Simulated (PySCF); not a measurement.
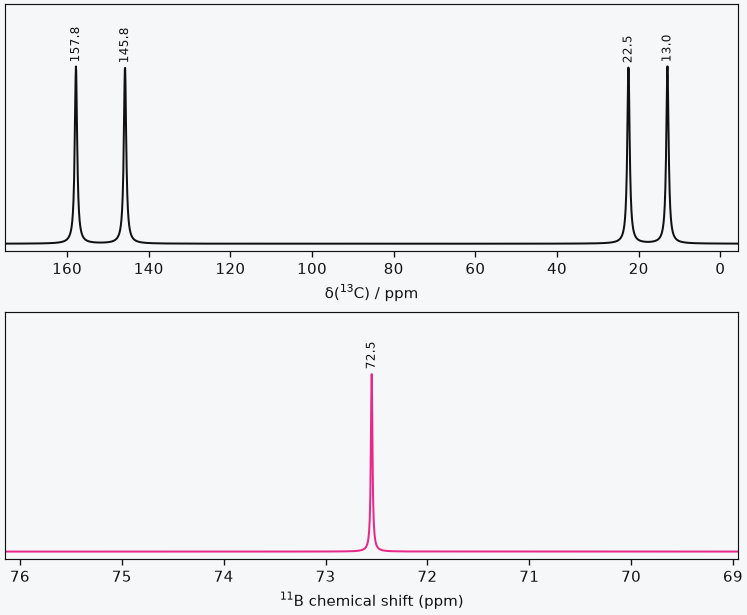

GIAO shifts, WP04/pcSseg-1, PySCF 2.14.0, at a PBE0-D3(BJ)/def2-SVP geometry (no frequency check), against TMS for ¹³C and BF₃.OEt₂ for ¹¹B computed at the same level. Gas phase, fully decoupled, line heights follow the number of nuclei, widths are arbitrary (no quadrupolar broadening); values of one conformer, averaged over nuclei that symmetry or rotation about single bonds exchange, these motions taken as fast; other conformers aren't averaged in.

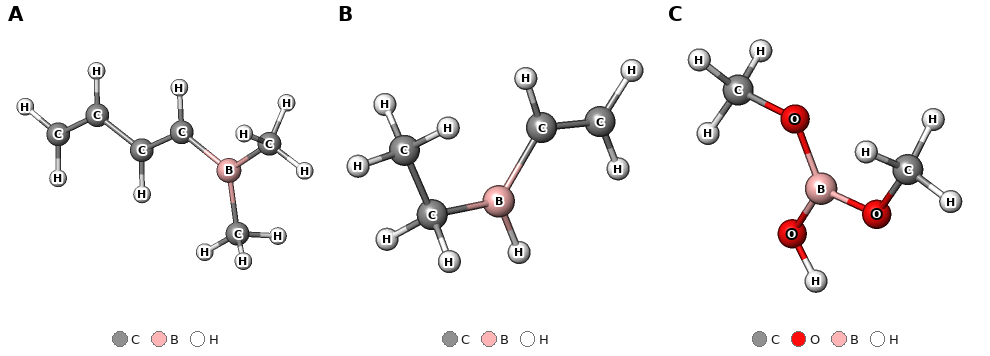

> Which structure fits the spectrum? The candidates are drawn in the second picture.

Structure B, C₄H₉B, SMILES C=CBCC. Its ¹³C signals: 157.8 (1 C), 145.8 (1 C), 22.5 (1 C), 13.0 (1 C) ppm. Its ¹¹B signals: 72.5 (1 B) ppm.
